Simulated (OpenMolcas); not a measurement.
# SiH3Br (SMILES [SiH3]Br) at S12h/ANO-R3 (DKH4, RICD fitting)

What is the vertical singlet–triplet gap of SiH3Br at S12h/ANO-R3 (DKH4, RICD fitting)? 

The calculation is run with OpenMolcas 26.06.

2 further runs of the same task are left out: 1 that didn't finish, 1 set aside as unsound or not needed.

### 1 The molecule

SiH3Br has 5 atoms, charge 0, and is taken as a singlet. As SMILES, `[SiH3]Br`. The shape is that of a GFN2-xTB optimisation.

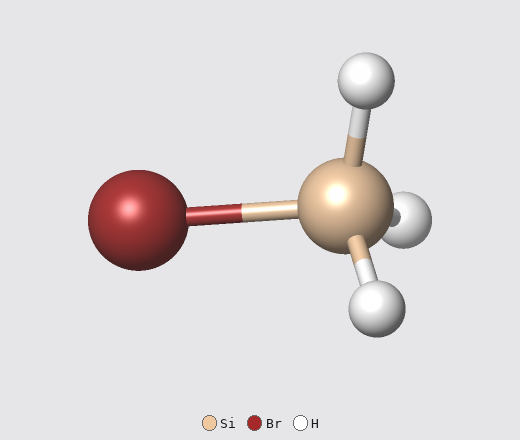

The structure, seen from a chosen angle (silicon light orange, bromine red, hydrogen white).

### 2 Energy and forces at S12h/ANO-R3 (DKH4, RICD fitting)

Input file input.xyz:

```xyz
5

Si    -0.186320     0.071160    -0.055980
Br     1.806000    -0.687960     0.530930
H     -1.032420    -0.114970     1.111800
H     -0.597350    -0.739010    -1.190580
H      0.010090     1.470790    -0.396170
```

Input file job.inp:

```
&GATEWAY
Coord = input.xyz
Basis = ANO-R3
Group = NoSym
RICD
&SEWARD
Relativistic = R04O02
Expert
&SCF
KSDFT = S12H
PrOrbitals = 0
&ALASKA
```

The run is started by

```
$ export MOLCAS_MEM=1860
$ pymolcas job.inp > job.log
```

What it wrote:

```text
--- Start Module: gateway ---
[...]
--- Stop Module: gateway /rc=_RC_ALL_IS_WELL_ ---
[...]
 ###    WARNING:  EXPERT option is ON!                                       ###
 ###############################################################################
               SEWARD will generate:
[...]
      Basis functions          202
[...]
--- Start Module: scf ---
[...]
       Convergence after  10 Iterations
[...]
::    Total KS-DFT energy                           -2898.1711150841
[...]
      Total spin, S                                     0.0000000000
[...]
      Total electronic charge=   52.000000
      Total            charge=   -0.000000
[...]
      Dipole Moment (debye):
      Origin of the operator (angstrom)=    1.2344   -0.4702    0.3626
                   X= -1.3859E+00               Y=  5.2849E-01               Z= -4.1268E-01           Total=  1.5395E+00
      Quadrupole Moment (debye*angstrom):
[...]
--- Stop Module: scf /rc=_RC_ALL_IS_WELL_ ---
[...]
--- Start Module: alaska ---
[...]
 *              Molecular gradients               *
 **************************************************
  Irreducible representation: a
 ------------------------------------------------------------------------------------------
                              X                       Y                       Z
 ------------------------------------------------------------------------------------------
  SI1              -1.23002245186186E-02    4.72368289297620E-03   -4.01687392986361E-03
  BR2              -5.71172294590738E-03    2.09774600033619E-03   -1.55592161997475E-03
  H3                8.90990408034265E-03   -4.39991012127938E-04   -5.49582118191116E-03
  H4                6.32775770927374E-03    3.21995894018823E-03    7.85186833679408E-03
  H5                2.77428567376539E-03   -9.60139682115013E-03    3.21674839527009E-03
 ------------------------------------------------------------------------------------------
--- Stop Module: alaska /rc=_RC_ALL_IS_WELL_ ---
[...]
```

It took 2.4 min on 1 thread of AMD EPYC 7R43 (Zen 3), shared host; peak memory 1.3 GiB.

### 3 The triplet, same level

input.xyz is that of step 2.

Input file job.inp:

```
&GATEWAY
 Coord
 input.xyz
 Basis
 ANO-R3
 Group
 NoSym
 RICD

&SEWARD
 Relativistic
 R04O02
 Expert

&SCF
 UHF
 Spin
 3
 KSDFT
 S12H
 PrOrbitals
 0

&ALASKA
```

The run is started by

```
$ export MOLCAS_MEM=1860
$ pymolcas job.inp > job.log
```

What it wrote:

```text
--- Start Module: gateway ---
[...]
--- Stop Module: gateway /rc=_RC_ALL_IS_WELL_ ---
[...]
 ###    WARNING:  EXPERT option is ON!                                       ###
 ###############################################################################
               SEWARD will generate:
[...]
      Basis functions          202
[...]
--- Start Module: scf ---
[...]
       Convergence after  34 Iterations
[...]
::    Total KS-DFT energy                           -2897.9403529048
[...]
      Total spin, S                                     1.0019778573
[...]
      Total electronic charge=   52.000000
      Total            charge=   -0.000000
[...]
      Dipole Moment (debye):
      Origin of the operator (angstrom)=    1.2344   -0.4702    0.3626
                   X=  1.6710E+00               Y= -7.0784E-01               Z=  7.3409E-01           Total=  1.9576E+00
      Quadrupole Moment (debye*angstrom):
[...]
--- Stop Module: scf /rc=_RC_ALL_IS_WELL_ ---
[...]
--- Start Module: alaska ---
[...]
 *              Molecular gradients               *
 **************************************************
  Irreducible representation: a
 ------------------------------------------------------------------------------------------
                              X                       Y                       Z
 ------------------------------------------------------------------------------------------
  SI1               7.59269727201470E-02   -3.37747076492398E-02    3.87421628950735E-02
  BR2              -8.72732484752916E-02    3.40830931601293E-02   -2.86844501353141E-02
  H3                7.72975691585565E-03    3.06777241237252E-03   -1.51146544755476E-02
  H4                4.49401368458524E-03    7.87401033780233E-03    5.96275825378267E-03
  H5               -8.77494845797910E-04   -1.12501682608626E-02   -9.05816537012161E-04
 ------------------------------------------------------------------------------------------
--- Stop Module: alaska /rc=_RC_ALL_IS_WELL_ ---
[...]
```

Wall time 5.8 min (1 thread of AMD EPYC 7R43 (Zen 3), shared host); peak memory 1.3 GiB.

### 4 Outcome

Level: S12h/ANO-R3 (DKH4, RICD fitting).

```
                                        quantity           value
                           singlet: total energy  -2898.17112 Eh
                          singlet: dipole moment          1.54 D
                            singlet: HOMO energy        -8.35 eV
                            singlet: LUMO energy        -0.36 eV
                          singlet: HOMO–LUMO gap         7.99 eV
               singlet: largest force on an atom      0.708 eV/Å
                           triplet: total energy  -2897.94035 Eh
                          triplet: dipole moment          1.96 D
     triplet: HOMO energy (highest over α and β)        -2.52 eV
                                   triplet: ⟨S²⟩           2.006
               triplet: largest force on an atom      5.039 eV/Å
vertical energy of the triplet above the singlet        6.279 eV
```

At this shape the triplet lies 6.28 eV (606 kJ/mol) above the singlet. The largest force (singlet) is 0.71 eV/Å: the shape isn't a stationary point for this species at this level. Mulliken charges (singlet) run from -0.21 on Br2 to +0.40 on Si1; they depend strongly on the basis. Mulliken charges (triplet) run from -0.15 on Si1 to +0.21 on Br2.
